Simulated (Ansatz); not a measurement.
ZrSiNH₈O₃F: molecular dynamics (part 4 of 4)

Continued. System: ZrSiNH₈O₃F. Method: RHF/def2-SVP (Ansatz 0.2.0). It belongs to a series of runs on one base structure; here: dynamics from the highest image of the converged band.

Geometry of the input (Å):
```
Zr 0.0708  0.0646  0.1836
N  -0.2594  -0.2707  2.3707
H  -1.1230  0.0477  2.7827
H  -0.0784  -1.1814  2.7635
O  1.6346  -0.6097  -0.7319
H  2.1977  -1.0588  -1.3353
O  -0.7775  1.6326  -0.5407
H  -1.1664  2.3163  -1.0542
F  -1.1835  -1.3188  -0.3246
O  1.4288  1.2292  1.6009
Si 2.8163  2.1094  1.8054
H  3.9630  1.2179  2.0902
H  3.0813  2.8702  0.5671
H  2.6516  3.0464  2.9396
H  0.8043  0.6585  2.3054
```

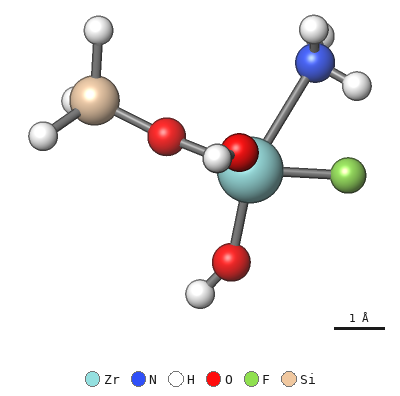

Fig. 1: The geometry at step 161 of the log (ball-and-stick view, seen at a tilt).

Trajectory as extended XYZ, continued:
```
15
Properties=species:S:1:pos:R:3:forces:R:3 step=123 time_fs=61.5 energy=-19551.82719 temperature=564.6
Zr    0.2197    0.1488    0.2116   -1.7286  -0.4571  -1.8363
N    -0.7702   -0.4095    2.6444   -2.7715   0.7973  -5.7113
H    -1.3785    0.3695    2.7622   -0.6394   0.0209   0.2910
H    -1.2388   -1.2694    2.4323   -0.1814  -0.0161   0.4108
O     1.4684   -0.6922   -1.0512    0.1943   0.2292   0.2642
H     2.4004   -0.5460   -0.9876   -0.0006  -0.0750  -0.2732
O    -0.8723    1.5889   -0.5219    0.3374   0.2039   0.3278
H    -1.1603    2.4118   -0.8837    0.0866  -0.3029   0.0200
F    -1.0557   -1.2678   -0.0300   -0.7404  -0.9829   0.3997
O     1.6476    1.0365    1.1540   -1.5342  -1.8445  -0.1487
Si    2.6260    2.0590    1.7531    3.9608   2.6605   1.5253
H     3.8293    1.3563    2.3642   -0.5003   0.2970  -0.0959
H     3.2025    2.9549    0.6865   -0.2644  -0.0932   0.3144
H     1.9968    2.8874    2.8062   -0.0647   0.0950   0.0611
H    -0.1364   -0.4280    3.3043    3.8464  -0.5319   4.4512
15
Properties=species:S:1:pos:R:3:forces:R:3 step=129 time_fs=64.5 energy=-19551.83064 temperature=566.6
Zr    0.2232    0.1496    0.2112   -1.5293  -0.7374  -2.0090
N    -0.8020   -0.4246    2.6260    4.4980   1.0238   1.2794
H    -1.3945    0.3426    2.7080   -1.1822   1.3788   0.5841
H    -1.3259   -1.1973    2.3258   -0.3822  -1.5624   0.4051
O     1.4611   -0.6879   -1.0737   -0.0237   0.2117   0.2483
H     2.3952   -0.5561   -1.0598    0.0599  -0.0397  -0.2146
O    -0.8709    1.5826   -0.5185    0.4717  -0.4143   0.5948
H    -1.1138    2.4012   -0.8870   -0.1945   0.5099  -0.3352
F    -1.0525   -1.2650    0.0075   -0.9409  -1.1911   0.3372
O     1.6535    1.0156    1.1299   -0.1121  -0.2347   0.9247
Si    2.6314    2.0727    1.7632    2.5989   1.4522   0.7803
H     3.7789    1.3336    2.4005   -0.1986   0.3208  -0.1285
H     3.1548    2.9887    0.7006   -0.0110  -0.1466   0.1888
H     2.0531    2.9443    2.8032   -0.3324  -0.0271   0.1449
H    -0.1142   -0.4593    3.4862   -2.7216  -0.5440  -2.8003
15
Properties=species:S:1:pos:R:3:forces:R:3 step=135 time_fs=67.5 energy=-19551.95036 temperature=636.9
Zr    0.2252    0.1498    0.2089   -1.2975  -1.0943  -2.0108
N    -0.8137   -0.4334    2.6103   -1.6891   1.4945  -0.6843
H    -1.4849    0.3952    2.6988    1.6257  -1.9061   0.2290
H    -1.4250   -1.2231    2.2652    1.5679   1.0863   1.3529
O     1.4539   -0.6824   -1.0948    0.0820   0.2101   0.1746
H     2.3920   -0.5700   -1.1502   -0.2044  -0.0416  -0.1298
O    -0.8675    1.5754   -0.5125   -0.0519   1.0533  -0.1193
H    -1.0783    2.4142   -0.9097    0.1214  -0.6988   0.2402
F    -1.0537   -1.2676    0.0465   -1.0362  -1.3021   0.2356
O     1.6587    0.9932    1.1107    1.2009   1.2691   1.8732
Si    2.6447    2.0909    1.7757    0.5055   0.4286   0.2736
H     3.7146    1.3361    2.4279    0.5207   0.0319   0.1190
H     3.1068    3.0119    0.7288    0.3345   0.0617  -0.2099
H     2.0825    2.9980    2.8111   -0.3857  -0.2585   0.0236
H    -0.2668   -0.5355    3.4917   -1.2937  -0.3343  -1.3676
15
Properties=species:S:1:pos:R:3:forces:R:3 step=142 time_fs=71.0 energy=-19552.07372 temperature=708.4
Zr    0.2260    0.1487    0.2038   -0.8294  -1.4374  -1.9158
N    -0.8383   -0.4317    2.5812    0.5856   0.4833  -1.9826
H    -1.4620    0.3095    2.7152   -1.0164   1.3940   0.3312
H    -1.4105   -1.1801    2.3089   -0.7417  -1.1650  -0.7990
O     1.4457   -0.6745   -1.1182   -0.3200   0.1972   0.1783
H     2.3716   -0.5900   -1.2698   -0.0159   0.0068  -0.0668
O    -0.8632    1.5723   -0.5054    0.1328  -0.0379   0.3771
H    -1.0319    2.3842   -0.9247   -0.2137   0.5840  -0.3715
F    -1.0608   -1.2780    0.0933   -0.8465  -1.1293   0.1212
O     1.6729    0.9759    1.1010    1.7926   2.1324   2.2958
Si    2.6622    2.1138    1.7913   -0.6908  -0.3495  -0.0849
H     3.6938    1.3441    2.4715    0.6853   0.0473   0.1121
H     3.0864    3.0441    0.7411    0.4599   0.0279  -0.2355
H     2.0760    3.0320    2.8218   -0.3018  -0.4264  -0.1295
H    -0.5289   -0.6788    3.4599    1.3199  -0.3276   2.1699
15
Properties=species:S:1:pos:R:3:forces:R:3 step=148 time_fs=74.0 energy=-19551.87602 temperature=593.0
Zr    0.2259    0.1462    0.1975   -0.2241  -1.5176  -1.4718
N    -0.8598   -0.4276    2.5452    0.7946  -1.8086   4.3540
H    -1.4960    0.3129    2.7578   -0.4711   0.4706  -0.0636
H    -1.4313   -1.2102    2.3002   -0.4814  -0.0504  -1.0877
O     1.4370   -0.6666   -1.1372   -0.3015   0.2302   0.1508
H     2.3481   -0.6072   -1.3783   -0.1873   0.0064   0.0279
O    -0.8592    1.5711   -0.4980   -0.1155   0.9362  -0.2025
H    -1.0054    2.3842   -0.9577   -0.0478  -0.3073   0.1261
F    -1.0712   -1.2925    0.1340   -0.5525  -0.8631  -0.0647
O     1.6952    0.9730    1.1059    1.4950   2.0944   2.0396
Si    2.6754    2.1324    1.8045   -0.4054  -0.9124  -0.3402
H     3.7353    1.3576    2.5173    0.1269   0.4604  -0.2527
H     3.1098    3.0730    0.7320    0.3069  -0.2612   0.1720
H     2.0419    3.0238    2.8208   -0.2334  -0.3100  -0.0864
H    -0.6464   -0.8128    3.5746    0.2967   1.8324  -3.3008
15
Properties=species:S:1:pos:R:3:forces:R:3 step=155 time_fs=77.5 energy=-19552.08155 temperature=714.0
Zr    0.2254    0.1416    0.1884    0.5131  -1.3023  -0.6754
N    -0.8824   -0.4347    2.5316   -3.7506   0.4003  -0.4474
H    -1.5688    0.3504    2.7896    1.4285  -1.7080  -0.9970
H    -1.4915   -1.2324    2.1855    1.0246   2.0155  -0.0629
O     1.4248   -0.6558   -1.1584   -0.5109   0.2735   0.2228
H     2.3022   -0.6264   -1.5019   -0.1192   0.0092   0.0544
O    -0.8551    1.5754   -0.4904   -0.0100   0.4813  -0.0481
H    -0.9822    2.3620   -0.9878   -0.1282   0.0572  -0.0543
F    -1.0863   -1.3143    0.1810   -0.1522  -0.4859  -0.3796
O     1.7308    0.9835    1.1252    0.4610   1.2885   1.1856
Si    2.6892    2.1506    1.8186    0.0019  -1.1024  -0.4670
H     3.7975    1.4216    2.5446   -0.2057   0.5383  -0.3376
H     3.1693    3.0801    0.7398    0.1067  -0.2682   0.3654
H     1.9768    2.9832    2.8118   -0.1545  -0.0135   0.0563
H    -0.7335   -0.8017    3.4284    1.4957  -0.1835   1.5846
15
Properties=species:S:1:pos:R:3:forces:R:3 step=161 time_fs=80.5 energy=-19552.32083 temperature=855.0
Zr    0.2256    0.1363    0.1799    1.0252  -0.9269  -0.0289
N    -0.9217   -0.4395    2.5201    1.7010   0.3313  -0.6577
H    -1.5346    0.2674    2.7422   -1.6257   2.2710   0.4675
H    -1.4730   -1.1037    2.0671   -0.8022  -1.3990  -0.7076
O     1.4114   -0.6449   -1.1752   -0.6141   0.3003   0.2791
H     2.2504   -0.6422   -1.6029   -0.0680  -0.0044   0.0514
O    -0.8517    1.5823   -0.4843    0.1283   0.0104   0.1428
H    -0.9729    2.3419   -1.0158   -0.1761   0.3185  -0.2089
F    -1.1001   -1.3354    0.2195    0.1607  -0.1436  -0.6137
O     1.7643    1.0001    1.1488   -0.5925   0.2238   0.2492
Si    2.7009    2.1626    1.8292   -0.1900  -0.6916  -0.2046
H     3.8363    1.5236    2.5396    0.0424   0.1401   0.0329
H     3.2317    3.0634    0.7771    0.0215   0.1010   0.0814
H     1.9072    2.9449    2.8075    0.0526   0.1276   0.0238
H    -0.6802   -0.7942    3.4019    0.9369  -0.6585   1.0936
15
Properties=species:S:1:pos:R:3:forces:R:3 step=168 time_fs=84.0 energy=-19551.96390 temperature=645.7
Zr    0.2270    0.1291    0.1699    1.2280  -0.3575   0.7470
N    -0.9591   -0.4415    2.5035    0.2437   0.7791   2.0443
H    -1.6067    0.3385    2.7211    0.9765  -0.9053   0.2048
H    -1.5016   -1.0594    1.8837    0.6713  -0.2424   1.5629
O     1.3919   -0.6302   -1.1931   -0.4306   0.2654   0.1401
H     2.1792   -0.6611   -1.7131   -0.1919  -0.0253   0.1446
O    -0.8470    1.5914   -0.4771    0.1128   0.4949  -0.4182
H    -0.9778    2.3344   -1.0569   -0.0264  -0.4635   0.4034
F    -1.1152   -1.3610    0.2607    0.4240   0.0397  -1.1236
O     1.7991    1.0207    1.1778   -1.5065  -0.9681  -0.7262
Si    2.7137    2.1742    1.8409   -0.3472   0.1012   0.2796
H     3.8879    1.6552    2.5398    0.2397  -0.3030   0.4206
H     3.3061    3.0565    0.8269   -0.1280   0.4155  -0.2511
H     1.8343    2.9135    2.8035    0.3781   0.1761  -0.1050
H    -0.5501   -0.8369    3.4490   -1.6435   0.9931  -3.3232
15
Properties=species:S:1:pos:R:3:forces:R:3 step=174 time_fs=87.0 energy=-19551.83564 temperature=569.1
Zr    0.2294    0.1224    0.1621    0.9621   0.0539   1.2144
N    -0.9870   -0.4383    2.4995   -3.0965   3.5901  -4.2300
H    -1.6249    0.3715    2.7330    1.4255  -1.7965   0.0558
H    -1.4916   -1.0696    1.8381    0.7402   0.4602   1.9823
O     1.3724   -0.6160   -1.2076   -0.4877   0.2081   0.1432
H     2.1032   -0.6798   -1.7962   -0.0032  -0.0573   0.0205
O    -0.8421    1.6012   -0.4726    0.4569  -0.8192   0.4644
H    -0.9878    2.3012   -1.0681   -0.2236   0.5782  -0.4206
F    -1.1262   -1.3827    0.2906    0.6949   0.1526  -1.4749
O     1.8205    1.0331    1.1988   -1.8651  -1.6023  -1.2083
Si    2.7238    2.1843    1.8517    0.3799   0.6404   0.4851
H     3.9488    1.7440    2.5739   -0.2732  -0.3400   0.2253
H     3.3575    3.0847    0.8506   -0.4117   0.1920  -0.1201
H     1.8043    2.9031    2.7921    0.4544   0.2557  -0.0570
H    -0.5504   -0.8087    3.2507    1.2471  -1.5159   2.9199
15
Properties=species:S:1:pos:R:3:forces:R:3 step=181 time_fs=90.5 energy=-19551.72293 temperature=503.4
Zr    0.2333    0.1147    0.1545    0.2319   0.2804   1.6581
N    -1.0315   -0.4131    2.4728    6.0557  -1.0241   1.3688
H    -1.5602    0.2999    2.7788   -2.4435   2.6355   1.6296
H    -1.4468   -1.0805    1.9397   -2.1060  -1.9285  -1.2898
O     1.3468   -0.5982   -1.2238   -0.0445   0.0186  -0.3253
H     2.0095   -0.7074   -1.8871   -0.1548  -0.0493   0.1793
O    -0.8338    1.6089   -0.4657    0.2621   0.0918  -0.4821
H    -1.0172    2.2958   -1.1017    0.0661  -0.5122   0.5516
F    -1.1347   -1.4071    0.3170    1.1279   0.3567  -1.5732
O     1.8330    1.0370    1.2152   -1.6612  -1.5562  -1.1708
Si    2.7370    2.1984    1.8661    0.7897   0.6600   0.2400
H     3.9883    1.8109    2.6354   -0.7082  -0.3348  -0.1204
H     3.3729    3.1356    0.8667   -0.5412  -0.1739   0.0704
H     1.8155    2.9198    2.7750    0.2420   0.3680   0.1680
H    -0.4707   -0.8828    3.2166   -1.1160   1.1681  -0.9043
15
Properties=species:S:1:pos:R:3:forces:R:3 step=187 time_fs=93.5 energy=-19551.76556 temperature=527.6
Zr    0.2369    0.1084    0.1497   -0.3159   0.5517   2.2258
N    -1.0440   -0.3918    2.4518    0.5223  -0.5945   1.9807
H    -1.6387    0.3651    2.9165    1.1887  -2.2383  -1.0105
H    -1.5444   -1.1906    1.9767    0.1949   2.1837   1.1118
O     1.3243   -0.5827   -1.2394    0.0564  -0.1378  -0.5086
H     1.9184   -0.7362   -1.9519    0.0062  -0.0795   0.0366
O    -0.8247    1.6147   -0.4613    0.4864  -0.7431   0.1857
H    -1.0420    2.2655   -1.0991   -0.1333   0.2404  -0.1443
F    -1.1366   -1.4263    0.3319    1.2722   0.3233  -1.7026
O     1.8340    1.0312    1.2225   -1.1689  -0.9764  -0.8139
Si    2.7507    2.2127    1.8792   -0.1452   0.1784  -0.1020
H     3.9623    1.8364    2.6803   -0.3850  -0.4269  -0.1255
H     3.3383    3.1666    0.8842   -0.2875  -0.1957  -0.0701
H     1.8491    2.9667    2.7739    0.0678   0.2878   0.2234
H    -0.4510   -0.8895    3.1872   -1.3591   1.6268  -1.2864
15
Properties=species:S:1:pos:R:3:forces:R:3 step=194 time_fs=97.0 energy=-19551.91830 temperature=617.0
Zr    0.2407    0.1017    0.1467   -0.7462   0.5991   2.4357
N    -1.0557   -0.3689    2.4384   -2.6804   1.8181  -1.4224
H    -1.6391    0.2625    2.9903    0.3531  -0.1220  -0.5868
H    -1.6518   -1.1284    2.1059    0.3138   0.8572  -0.0254
O     1.2986   -0.5657   -1.2611    0.3045  -0.3209  -0.8582
H     1.8111   -0.7779   -2.0217   -0.0218  -0.0457   0.1079
O    -0.8110    1.6170   -0.4555    0.2786  -0.3887  -0.1857
H    -1.0834    2.2473   -1.1039    0.0201  -0.1076   0.1991
F    -1.1314   -1.4467    0.3395    1.4534   0.5368  -1.5595
O     1.8273    1.0182    1.2258   -0.5861  -0.1173  -0.2164
Si    2.7655    2.2299    1.8941   -1.8939  -0.4652  -0.3901
H     3.8969    1.8189    2.7220    0.3273  -0.5175   0.0685
H     3.2705    3.1839    0.8943    0.1740  -0.0349  -0.3524
H     1.8970    3.0491    2.7940    0.0713  -0.0714   0.0187
H    -0.5080   -0.7774    3.0872    2.6322  -1.6201   2.7670
15
Properties=species:S:1:pos:R:3:forces:R:3 step=200 time_fs=100.0 energy=-19551.65761 temperature=464.0
Zr    0.2433    0.0966    0.1466   -0.8591   0.5389   2.3851
N    -1.0744   -0.3413    2.4232    4.2636  -0.1812   2.1946
H    -1.6171    0.1683    3.0228   -1.3166   2.9498   1.6974
H    -1.7330   -1.0105    2.2170   -0.9844  -2.4252  -1.3332
O     1.2781   -0.5528   -1.2846    0.3482  -0.3948  -0.9224
H     1.7183   -0.8182   -2.0731   -0.0050  -0.0156   0.1146
O    -0.7974    1.6161   -0.4511    0.0773  -0.1656  -0.3706
H    -1.1195    2.2301   -1.0975    0.1292  -0.2598   0.3539
F    -1.1199   -1.4617    0.3383    1.5158   0.6824  -1.3603
O     1.8179    1.0061    1.2270   -0.2257   0.5176   0.2270
Si    2.7725    2.2431    1.9057   -2.3682  -0.9906  -0.5483
H     3.8634    1.7581    2.7603    0.3045  -0.2882  -0.1530
H     3.2250    3.1928    0.8739    0.3694  -0.1491  -0.2276
H     1.9445    3.1153    2.8144    0.0706  -0.3250  -0.1209
H    -0.4110   -0.7629    3.1510   -1.3195   0.5064  -1.9363
```
